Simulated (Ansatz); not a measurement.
# SiH3OF (SMILES O[SiH2]F) at revPBE/STO-3G

What is the electronic atomisation energy of SiH3OF at revPBE/STO-3G? 

Program for the calculation: Ansatz 0.2.0.

71 further runs of the same task are left out: 10 that didn't finish, 61 set aside as unsound or not needed.

## 1. The molecule

SiH3OF has 6 atoms, charge 0, and is taken as a singlet. As SMILES, `O[SiH2]F`. The coordinates come from a PBE0-D4/def2-TZVP relaxation. This is one conformer, not always the lowest.

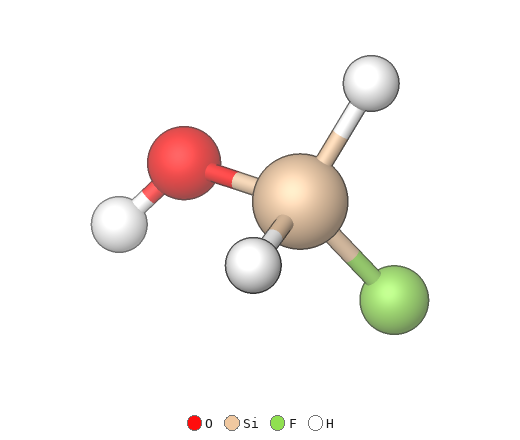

The structure, seen from a chosen angle (oxygen red, silicon light orange, fluorine green, hydrogen white).

## 2. The energy at revPBE/STO-3G

input.yaml

```yaml
basis:
  gaussian:
    orbitals: STO-3G
crystal:
  periodic: [false, false, false]
  atoms:
    - {symbol: O, position_ang: [-0.853500, -0.209200, -0.924100]}
    - {symbol: Si, position_ang: [0.378300, -0.009300, 0.123900]}
    - {symbol: F, position_ang: [0.180800, -0.922800, 1.417800]}
    - {symbol: H, position_ang: [-1.714200, 0.150200, -0.705600]}
    - {symbol: H, position_ang: [1.595600, -0.458500, -0.575800]}
    - {symbol: H, position_ang: [0.455100, 1.385600, 0.617600]}
accuracy: high
magnetization:
  spin_polarized: false
  initial_magnetization: 0
hamiltonian:
  xc: {name: revPBE}
```

The run is started by

```bash
$ ansatz run input.yaml --threads 1 --pin off --max-ram 2610MiB --events-out events.jsonl --progress --plain --runs-dir runs
```

The program printed:

```text
Warning: RAYON_NUM_THREADS=1 ignored (pool sized by the plan → 1); use --threads N
Functional definition: revPBE
  name "revPBE"
  parameter kappa = 1.245
  parameter beta = 0.06672455060314922
  exchange = pbe_x(kappa = kappa, mu = beta*pi^2/3)
  correlation = pbe_c(beta = beta)
413 factors; integrals over basis functions are off by at most 3.1e-8 eV
mean field evaluation 1: about -12525.5778 eV, gradient 2.6e1 eV
mean field evaluation 2: about -12524.5701 eV, gradient 3.3e1 eV
mean field evaluation 4: about -12527.8241 eV, gradient 1.4e0 eV
mean field evaluation 8: about -12527.7869 eV, gradient 2.2e-2 eV
mean field evaluation 16: about -12527.7869 eV, gradient 2.4e-8 eV
mean field -12527.78694465 eV, -460.3876785771 hartree, gradient 2.4e-8 eV, S^2 0.000000; 0 other end points of the search recorded, 0 dependent functions left out
reference -12527.78694684 eV, -460.3876786574 hartree; 17, 17 occupied and 5, 5 virtual orbitals, 413 factors
Total energy: -12527.78694684 eV, -460.3876786574 hartree
```

Wall time 1.4 s (1 thread of Arm Neoverse V1, shared host); peak memory 0.1 GiB.

## 3. The F atom at the same level

job.yaml

```yaml
crystal:
  periodic: [false, false, false]
  atoms:
    - symbol: F
      position_ang: [0.000000, 0.000000, 0.000000]
basis:
  gaussian: {orbitals: STO-3G}
magnetization: {spin_polarized: true, initial_magnetization: 1}
hamiltonian: {xc: {name: revPBE}}
accuracy: high
```

Run the same way, it converges to -98.24365 Eh (log not shown).

## 4. The H atom

run.yaml

```yaml
crystal:
  periodic: [false, false, false]
  atoms:
    - {symbol: H, position_ang: [0.000000, 0.000000, 0.000000]}
basis:
  gaussian:
    orbitals: STO-3G
magnetization:
  spin_polarized: true
  initial_magnetization: 1
hamiltonian:
  xc: {name: revPBE}
accuracy: high
```

Run the same way, it converges to -0.47010 Eh (log not shown).

## 5. The O atom, same level

in.yaml

```yaml
crystal:
  periodic: [false, false, false]
  atoms:
    - {symbol: O, position_ang: [0.000000, 0.000000, 0.000000]}
basis:
  gaussian:
    orbitals: STO-3G
magnetization:
  spin_polarized: true
  initial_magnetization: 2
hamiltonian:
  xc: {name: revPBE}
accuracy: high
```

Run the same way, it converges to -74.01699 Eh (log not shown).

## 6. The Si atom

job.yaml

```yaml
crystal:
  periodic: [false, false, false]
  atoms:
    - {symbol: Si, position_ang: [0.000000, 0.000000, 0.000000]}
basis:
  gaussian: {orbitals: STO-3G}
magnetization: {spin_polarized: true, initial_magnetization: 2}
hamiltonian: {xc: {name: revPBE}}
accuracy: high
```

The run is started by

```bash
$ ansatz run job.yaml --threads 1 --pin off --max-ram 2610MiB --events-out events.jsonl --progress --plain --runs-dir runs
```

The program printed, cut to the lines that bear on the results:

```text
Warning: RAYON_NUM_THREADS=1 ignored (pool sized by the plan → 1); use --threads N
[... 6 set-up lines as earlier in the session ...]
42 factors; integrals over basis functions are off by at most 2.5e-9 eV
mean field evaluation 1: about -7778.9867 eV, gradient 6.2e-1 eV
mean field evaluation 2: about -7778.9877 eV, gradient 6.6e-2 eV
mean field evaluation 4: about -7778.9870 eV, gradient 1.2e-3 eV
mean field evaluation 8: about -7778.9870 eV, gradient 3.3e-10 eV
mean field evaluation 16: about -7778.9869 eV, gradient 3.3e-4 eV
mean field -7778.98701514 eV, -285.8725000196 hartree, gradient 2.1e-10 eV, S^2 2.000001; 1 other end points of the search recorded, 0 dependent functions left out
reference -7778.98701697 eV, -285.8725000870 hartree; 8, 6 occupied and 1, 3 virtual orbitals, 42 factors
Total energy: -7778.98701697 eV, -285.8725000870 hartree
```

Run time: 0.48 s. Hardware: 1 thread of Arm Neoverse V1, shared host.

## 7. Results

Level: revPBE/STO-3G.

```
                     quantity          value
       molecule: total energy  -460.38768 Eh
         F atom: total energy   -98.24365 Eh
                 F atom: ⟨S²⟩          0.750
         H atom: total energy    -0.47010 Eh
                 H atom: ⟨S²⟩          0.750
         O atom: total energy   -74.01699 Eh
                 O atom: ⟨S²⟩          2.000
        Si atom: total energy  -285.87250 Eh
                Si atom: ⟨S²⟩          2.000
electronic atomisation energy      22.973 eV
```

In words: Taking the molecule apart into free atoms costs 22.97 eV (530 kcal/mol), before zero-point energy and without spin-orbit coupling. In a minimal basis such a difference can be off by several eV, whatever the method.
